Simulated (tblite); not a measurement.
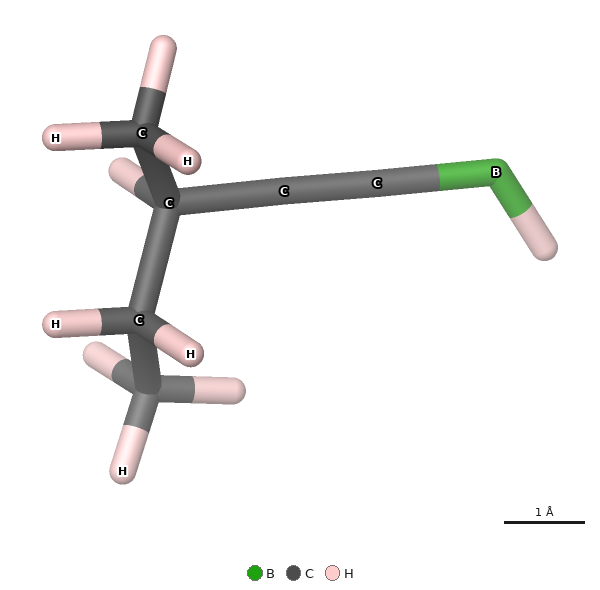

*The structure as given in the input (stick view, seen at a tilt).*

Geometry relaxation, with input and output: C$_{6}$H$_{10}$B (part 1 of 2)

- system: C$_{6}$H$_{10}$B, multiplicity 2
- method: GFN2-xTB geometry optimisation, gas phase (tblite 0.8.0)

It belongs to a series of runs on one base structure; here: H removed from B.

## What the program printed
```
step      E/eV     max force
  0    -517.54658    4.727
  1    -517.52896    6.395
  2    -517.80420    1.428
  3    -517.84996    0.975
  4    -517.87270    0.876
  5    -517.89327    0.405
  6    -517.90255    0.360
  7    -517.91619    0.312
  8    -517.92495    0.322
  9    -517.93418    0.297
 10    -517.94361    0.312
 11    -517.95678    0.270
 12    -517.97114    0.312
 13    -517.98204    0.238
 14    -517.98706    0.132
 15    -517.98916    0.128
 16    -517.99074    0.163
 17    -517.99254    0.114
 18    -517.99471    0.060
 19    -517.99533    0.060
 20    -517.99641    0.069
 21    -517.99732    0.081
 22    -517.99826    0.071
 23    -517.99889    0.054
 24    -517.99950    0.059
 25    -518.00020    0.072
 26    -518.00067    0.104
 27    -518.00130    0.055
 28    -518.00167    0.043
 29    -518.00223    0.054
 30    -518.00248    0.052
 31    -518.00272    0.029
 32    -518.00281    0.023
 33    -518.00293    0.030
 34    -518.00308    0.042
 35    -518.00330    0.041
 36    -518.00350    0.030
 37    -518.00371    0.037
 38    -518.00397    0.040
 39    -518.00434    0.057
 40    -518.00477    0.055
 41    -518.00515    0.046
 42    -518.00548    0.046
 43    -518.00581    0.053
 44    -518.00619    0.059
 45    -518.00658    0.043
 46    -518.00679    0.025
 47    -518.00688    0.026
 48    -518.00698    0.024
 49    -518.00708    0.020
 50    -518.00718    0.020
 51    -518.00726    0.028
 52    -518.00738    0.033
 53    -518.00753    0.030
 54    -518.00769    0.029
 55    -518.00782    0.028
 56    -518.00791    0.025
 57    -518.00801    0.026
 58    -518.00815    0.029
 59    -518.00833    0.037
 60    -518.00850    0.031
 61    -518.00864    0.031
 62    -518.00877    0.029
 63    -518.00890    0.026
 64    -518.00902    0.029
 65    -518.00912    0.032
 66    -518.00923    0.030
 67    -518.00934    0.022
 68    -518.00943    0.020
 69    -518.00949    0.016
 70    -518.00954    0.019
 71    -518.00959    0.020
 72    -518.00965    0.020
 73    -518.00972    0.019
 74    -518.00977    0.014
 75    -518.00979    0.012
 76    -518.00980    0.012
 77    -518.00982    0.021
 78    -518.00985    0.018
 79    -518.00987    0.016
 80    -518.00990    0.013
 81    -518.00992    0.015
 82    -518.00995    0.020
 83    -518.00997    0.022
 84    -518.00999    0.014
 85    -518.01001    0.008
```

## Trajectory as extended XYZ (Å, eV, eV/Å), 13 of the 86 frames kept, from step=0 to step=85
```
17
Properties=species:S:1:pos:R:3:forces:R:3 step=0 energy=-517.54658
B     3.5622   -1.2887   -0.4575   -2.2130   1.2800   0.3880
C     2.0964   -0.9873   -0.0732    4.4630  -1.0290  -1.1690
C     0.9686   -0.7626    0.2483   -3.2120   0.6710   0.8960
C    -0.4361   -0.4646    0.6134    0.6090  -0.4200   0.2900
C    -1.3265   -1.6496    0.2183   -0.4020  -0.3890  -0.3870
C    -0.9282    0.8330   -0.0376    0.0210   0.4420   0.0760
C    -0.1924    2.0675    0.5013   -0.0460   0.2610   0.4710
H     4.2464   -0.4126   -0.8636   -0.0120  -0.6130   0.1390
H    -0.4812   -0.3723    1.7291    0.1080   0.0860  -0.6340
H    -2.3772   -1.4660    0.5363    0.7080  -0.1200  -0.2420
H    -0.9782   -2.5854    0.6964   -0.1700   0.5160  -0.2900
H    -1.3116   -1.7915   -0.8902   -0.0340   0.0800   0.8740
H    -0.7935    0.7836   -1.1282   -0.0230  -0.0700   0.2580
H    -2.0047    0.9637    0.1652    0.2990  -0.1630  -0.0610
H     0.8865    2.0233    0.2661   -0.5620  -0.0240   0.1960
H    -0.3244    2.1388    1.6182    0.1990  -0.0320  -1.1110
H    -0.6130    2.9828    0.0411    0.2670  -0.4780   0.3050
17
Properties=species:S:1:pos:R:3:forces:R:3 step=7 energy=-517.91619
B     3.4505   -1.1588   -0.4547    0.1470   0.0300  -0.0610
C     2.0950   -0.9752   -0.0681   -0.0820   0.2540  -0.0100
C     0.9296   -0.7674    0.2633    0.2890  -0.0720  -0.0930
C    -0.4295   -0.4760    0.6071   -0.1430  -0.0480   0.0880
C    -1.3243   -1.6511    0.2128   -0.1750  -0.1220  -0.0340
C    -0.9171    0.8320   -0.0303   -0.0720   0.1440  -0.0350
C    -0.1956    2.0618    0.5018    0.0630   0.0680   0.0640
H     4.3013   -0.4990   -0.8612    0.1940  -0.1350  -0.0290
H    -0.4578   -0.3627    1.6932   -0.0740   0.0390   0.2330
H    -2.3473   -1.4636    0.5251   -0.1050  -0.0040   0.0230
H    -0.9826   -2.5713    0.6811    0.0250  -0.0020   0.0100
H    -1.3148   -1.7922   -0.8651    0.0210   0.0100  -0.0430
H    -0.7866    0.7774   -1.1103    0.0210  -0.0360  -0.1060
H    -1.9827    0.9346    0.1718   -0.1360  -0.0060   0.0120
H     0.8678    2.0133    0.2808    0.0260  -0.0370  -0.0260
H    -0.3119    2.1418    1.5807   -0.0160  -0.0260   0.0400
H    -0.6012    2.9686    0.0554    0.0170  -0.0570  -0.0320
17
Properties=species:S:1:pos:R:3:forces:R:3 step=14 energy=-517.98706
B     3.4405   -1.0061   -0.4936    0.0990   0.0670  -0.0290
C     2.1041   -0.7963   -0.0944   -0.0330  -0.0180  -0.0030
C     0.9198   -0.7789    0.2736   -0.0130   0.1190   0.0560
C    -0.4495   -0.4857    0.6312   -0.0650   0.0290  -0.0450
C    -1.3572   -1.6555    0.2207    0.0520  -0.0470  -0.0110
C    -0.9348    0.8244   -0.0220    0.0070   0.0300  -0.0250
C    -0.1934    2.0453    0.5060    0.0080   0.0260   0.0170
H     4.4779   -0.6827   -0.8739   -0.0760  -0.0680   0.0340
H    -0.4921   -0.3530    1.7233    0.0170  -0.0950  -0.0670
H    -2.3921   -1.4859    0.5198    0.1240   0.0190   0.0140
H    -0.9977   -2.5752    0.6742   -0.0650  -0.0620   0.0720
H    -1.3232   -1.7867   -0.8594   -0.0410   0.0430  -0.0120
H    -0.7849    0.7594   -1.1017   -0.0390  -0.0310  -0.0250
H    -2.0084    0.9264    0.1652    0.0700   0.0330   0.0100
H     0.8688    1.9763    0.2834    0.0170  -0.0610  -0.0100
H    -0.3074    2.1332    1.5839   -0.0320  -0.0040   0.0430
H    -0.5774    2.9528    0.0471   -0.0300   0.0180  -0.0180
17
Properties=species:S:1:pos:R:3:forces:R:3 step=21 energy=-517.99732
B     3.4413   -0.9285   -0.5027    0.0720   0.0350  -0.0130
C     2.1063   -0.7558   -0.1026    0.0240  -0.0530   0.0150
C     0.9249   -0.7426    0.2795   -0.0560   0.0030  -0.0130
C    -0.4515   -0.4876    0.6289   -0.0650   0.0160  -0.0150
C    -1.3521   -1.6640    0.2184   -0.0050   0.0150   0.0040
C    -0.9406    0.8235   -0.0240   -0.0120   0.0080   0.0160
C    -0.1925    2.0401    0.5062   -0.0040  -0.0070  -0.0040
H     4.5147   -0.7643   -0.8706   -0.0220  -0.0240   0.0060
H    -0.5038   -0.3769    1.7213    0.0130   0.0160  -0.0130
H    -2.3794   -1.4796    0.5291    0.0210   0.0210  -0.0120
H    -1.0157   -2.5891    0.6835    0.0320   0.0290  -0.0450
H    -1.3342   -1.7857   -0.8635    0.0070  -0.0350   0.0370
H    -0.7976    0.7507   -1.1058   -0.0250   0.0060   0.0390
H    -2.0101    0.9405    0.1691    0.0080  -0.0280   0.0090
H     0.8695    1.9525    0.2877    0.0010   0.0090   0.0100
H    -0.3153    2.1292    1.5844   -0.0060  -0.0110  -0.0080
H    -0.5708    2.9495    0.0444    0.0170  -0.0020  -0.0140
17
Properties=species:S:1:pos:R:3:forces:R:3 step=28 energy=-518.00167
B     3.4483   -0.8602   -0.5069   -0.0030   0.0020   0.0000
C     2.1110   -0.7609   -0.0971    0.0110  -0.0120  -0.0100
C     0.9233   -0.7238    0.2672   -0.0140  -0.0040   0.0050
C    -0.4545   -0.4852    0.6248    0.0010  -0.0120   0.0070
C    -1.3514   -1.6631    0.2170    0.0060  -0.0030  -0.0130
C    -0.9496    0.8257   -0.0195   -0.0070  -0.0300  -0.0130
C    -0.1931    2.0382    0.5072   -0.0200  -0.0230  -0.0140
H     4.5340   -0.8259   -0.8668    0.0080  -0.0190   0.0070
H    -0.5067   -0.3785    1.7176    0.0180   0.0150   0.0080
H    -2.3761   -1.4717    0.5300    0.0040  -0.0380  -0.0010
H    -1.0075   -2.5867    0.6775   -0.0030   0.0150   0.0260
H    -1.3374   -1.7972   -0.8623    0.0070   0.0250  -0.0250
H    -0.8171    0.7498   -1.1008   -0.0080   0.0300  -0.0230
H    -2.0180    0.9378    0.1803    0.0080   0.0080   0.0290
H     0.8698    1.9407    0.2947   -0.0160  -0.0010   0.0130
H    -0.3226    2.1256    1.5848    0.0050   0.0380  -0.0190
H    -0.5593    2.9474    0.0358    0.0040   0.0080   0.0240
17
Properties=species:S:1:pos:R:3:forces:R:3 step=35 energy=-518.00330
B     3.4509   -0.8418   -0.5079   -0.0200  -0.0230   0.0060
C     2.1113   -0.7665   -0.1003    0.0070   0.0120  -0.0100
C     0.9227   -0.7233    0.2615   -0.0140   0.0150  -0.0070
C    -0.4551   -0.4835    0.6218    0.0390  -0.0070   0.0100
C    -1.3488   -1.6641    0.2152    0.0190   0.0010  -0.0030
C    -0.9552    0.8275   -0.0185   -0.0010  -0.0230   0.0080
C    -0.1959    2.0387    0.5060   -0.0150   0.0060   0.0080
H     4.5398   -0.8565   -0.8590    0.0060  -0.0100   0.0070
H    -0.4994   -0.3728    1.7151   -0.0070  -0.0040  -0.0050
H    -2.3757   -1.4848    0.5272    0.0020   0.0030  -0.0030
H    -1.0002   -2.5845    0.6777    0.0120  -0.0090   0.0080
H    -1.3298   -1.7937   -0.8645   -0.0070  -0.0020  -0.0190
H    -0.8322    0.7608   -1.1020   -0.0140  -0.0030   0.0000
H    -2.0210    0.9353    0.1955   -0.0060   0.0210   0.0030
H     0.8672    1.9354    0.2991   -0.0090   0.0080  -0.0030
H    -0.3281    2.1366    1.5814    0.0020   0.0000   0.0250
H    -0.5576    2.9492    0.0350    0.0050   0.0150  -0.0250
17
Properties=species:S:1:pos:R:3:forces:R:3 step=42 energy=-518.00548
B     3.4543   -0.8646   -0.5044   -0.0300  -0.0160  -0.0080
C     2.1099   -0.7647   -0.1195    0.0240  -0.0080   0.0090
C     0.9224   -0.7019    0.2409    0.0030   0.0320   0.0150
C    -0.4526   -0.4771    0.6171    0.0220   0.0230  -0.0080
C    -1.3297   -1.6695    0.2077    0.0020   0.0250  -0.0010
C    -0.9726    0.8358   -0.0058   -0.0120   0.0050   0.0010
C    -0.2088    2.0498    0.5078    0.0170  -0.0030  -0.0080
H     4.5479   -0.9164   -0.8329    0.0340  -0.0050  -0.0050
H    -0.4871   -0.3739    1.7121   -0.0110  -0.0150  -0.0190
H    -2.3580   -1.5021    0.5204   -0.0200  -0.0110  -0.0010
H    -0.9690   -2.5871    0.6683    0.0050   0.0220   0.0000
H    -1.3094   -1.7966   -0.8726   -0.0060   0.0030  -0.0040
H    -0.8767    0.7790   -1.0926    0.0100  -0.0280   0.0030
H    -2.0329    0.9456    0.2315   -0.0250  -0.0230   0.0120
H     0.8538    1.9388    0.3061    0.0320  -0.0180   0.0010
H    -0.3433    2.1604    1.5825   -0.0080   0.0200  -0.0140
H    -0.5551    2.9565    0.0168   -0.0360  -0.0030   0.0290
17
Properties=species:S:1:pos:R:3:forces:R:3 step=50 energy=-518.00718
B     3.4571   -0.8997   -0.5078   -0.0010  -0.0010   0.0040
C     2.1141   -0.7706   -0.1260    0.0020  -0.0050   0.0070
C     0.9276   -0.6721    0.2296    0.0060  -0.0140   0.0090
C    -0.4486   -0.4681    0.6130    0.0020   0.0180   0.0010
C    -1.3158   -1.6666    0.1994    0.0130   0.0030   0.0030
C    -0.9865    0.8424    0.0042   -0.0140   0.0100  -0.0020
C    -0.2188    2.0588    0.5074   -0.0030  -0.0060  -0.0020
H     4.5578   -0.9579   -0.8147    0.0030  -0.0100  -0.0090
H    -0.4820   -0.3780    1.7086    0.0010   0.0050   0.0030
H    -2.3466   -1.5150    0.5143    0.0110   0.0070  -0.0030
H    -0.9411   -2.5781    0.6595   -0.0030  -0.0140  -0.0050
H    -1.2962   -1.7939   -0.8810   -0.0020   0.0140  -0.0020
H    -0.9087    0.7838   -1.0839    0.0100   0.0010   0.0000
H    -2.0435    0.9436    0.2602   -0.0180  -0.0070   0.0040
H     0.8443    1.9383    0.3088   -0.0030   0.0160  -0.0090
H    -0.3545    2.1825    1.5806    0.0000  -0.0070  -0.0070
H    -0.5656    2.9626    0.0111   -0.0030  -0.0100   0.0080
```
